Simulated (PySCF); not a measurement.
# USVWN5/def2-TZVPPD run of SiH (SMILES [SiH])

What is the vertical doublet–quartet gap of SiH at USVWN5/def2-TZVPPD? 

The calculation is run with PySCF 2.14.0.

2 further runs of the same task are left out: 2 set aside as unsound or not needed.

### Step 1. Starting point

SiH: 2 atoms, total charge 0, spin state doublet. As SMILES, `[SiH]`. The coordinates come from a PBE0-D4/def2-TZVP relaxation.

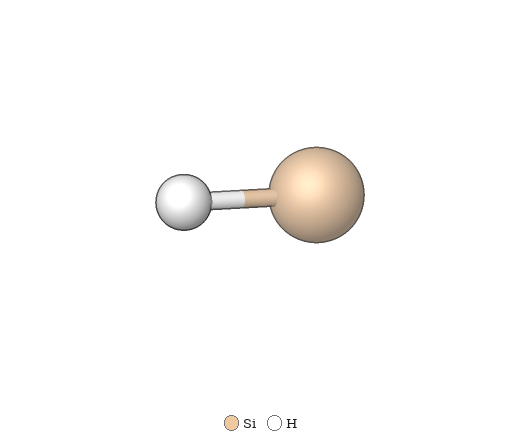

The structure, seen from a chosen angle (silicon light orange, hydrogen white).

### Step 2. The energy at USVWN5/def2-TZVPPD

Contents of input.py:

```python
from pyscf import gto, dft

molecule = gto.M(
    atom='''
Si     0.000000     0.000000    -0.007580
H      0.000000     0.000000     1.524140
''',
    spin=1,
    max_memory=1860,
    charge=0,
    basis='def2-tzvppd',
    verbose=3,
)

mf = dft.UKS(molecule)
mf.xc = 'svwn'
mf.grids.level = 5
mf.conv_tol = 1e-10
mf.kernel()
if not mf.converged:
    mf = mf.newton().run(mf.mo_coeff, mf.mo_occ)

e_final = mf.e_tot
print('E(%s) = %.9f' % ('SVWN5', e_final))
```

Started as:

```console
$ OMP_NUM_THREADS=1 python input.py
```

Output:

```text
converged SCF energy = -288.814257899536  <S^2> = 0.75220382  2S+1 = 2.0022026
E(SVWN5) = -288.814257900
```

It took 3.3 s on 1 thread of Arm Neoverse V2, shared host; peak memory 0.2 GiB.

### Step 3. The quartet, same level

Contents of input.py:

```python
from pyscf import gto, dft

mol = gto.M(
    atom=[
    ('Si', (0.000000, 0.000000, -0.007580)),
    ('H', (-0.000000, -0.000000, 1.524140)),
],
    verbose=3,
    max_memory=1860,
    basis='def2-tzvppd',
    charge=0,
    spin=3,
)

mf = dft.UKS(mol)
mf.xc = 'svwn'
mf.conv_tol = 1e-10
mf.grids.level = 5
mf.kernel()
if not mf.converged:
    mf = mf.newton().run(mf.mo_coeff, mf.mo_occ)

etot = mf.e_tot
print('E(%s) = %.9f' % ('SVWN5', etot))
```

Started as:

```console
$ OMP_NUM_THREADS=1 python input.py
```

Output:

```text
WARN: HOMO -0.14141756921271 >= LUMO -0.254006698532994

WARN: HOMO -0.190422319649748 >= LUMO -0.243499317980183

WARN: HOMO -0.177619587329705 >= LUMO -0.226045182217957

WARN: HOMO -0.178597800768543 >= LUMO -0.224265695448983

WARN: HOMO -0.178189226783423 >= LUMO -0.222935950685853

WARN: HOMO -0.178105501472568 >= LUMO -0.222861897412633

WARN: HOMO -0.178230236570868 >= LUMO -0.222925039934855

WARN: HOMO -0.178204673333627 >= LUMO -0.222889219970019

WARN: HOMO -0.178207897119373 >= LUMO -0.22289377554281

WARN: HOMO -0.17820758591402 >= LUMO -0.222893604271807

converged SCF energy = -288.752900231642  <S^2> = 3.7506178  2S+1 = 4.0003089
E(SVWN5) = -288.752900232
```

It took 2.7 s on 1 thread of Arm Neoverse V2, shared host; peak memory 0.2 GiB.

### Step 4. Outcome

At USVWN5/def2-TZVPPD:

| quantity | value |
| --- | --- |
| doublet: total energy | -288.81426 Eh |
| doublet: dipole moment | 0.11 D |
| doublet: HOMO energy (highest over α and β) | -4.44 eV |
| doublet: LUMO energy (lowest over α and β) | -4.42 eV |
| doublet: ⟨S²⟩ | 0.752 |
| quartet: total energy | -288.75290 Eh |
| quartet: dipole moment | 0.09 D |
| quartet: HOMO energy (highest over α and β) | -4.85 eV |
| quartet: ⟨S²⟩ | 3.751 |
| vertical energy of the quartet above the doublet | 1.670 eV |

At this shape the quartet lies 1.67 eV (161 kJ/mol) above the doublet.
